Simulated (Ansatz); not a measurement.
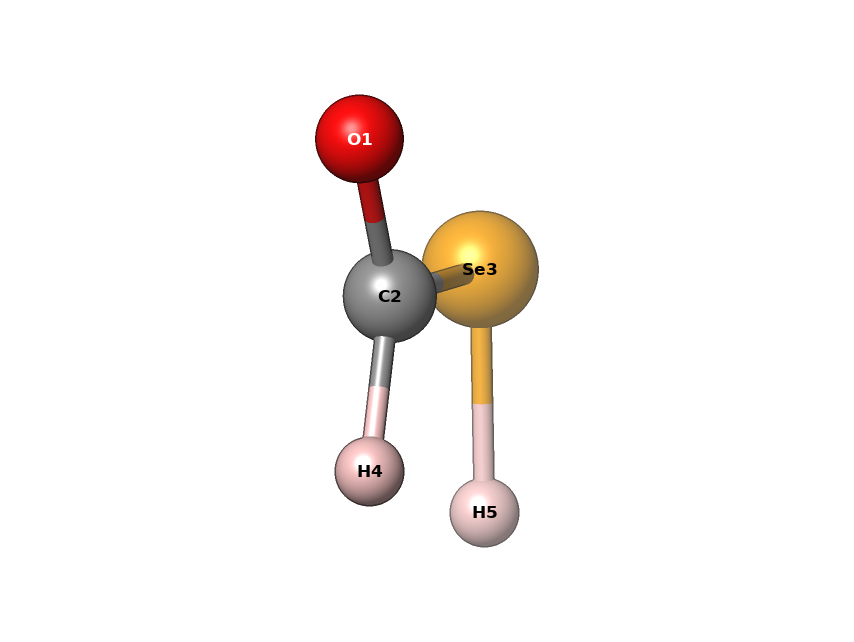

Simulated data, not a measurement (program: Ansatz).

Se3 lies behind C2. The molecule seen a little off the C2–Se3 bond, C2 in front. Depth is shown by fading: the farther an atom, the more it takes the colour of the background. The species has charge +1 and is a spin doublet. Geometry: the geometry of the neutral molecule.

Question: What is the torsion angle O1–C2–Se3–H5? The sign is positive where the front bond must turn clockwise to cover the back bond.

Answer: 180°, antiperiplanar (anti).
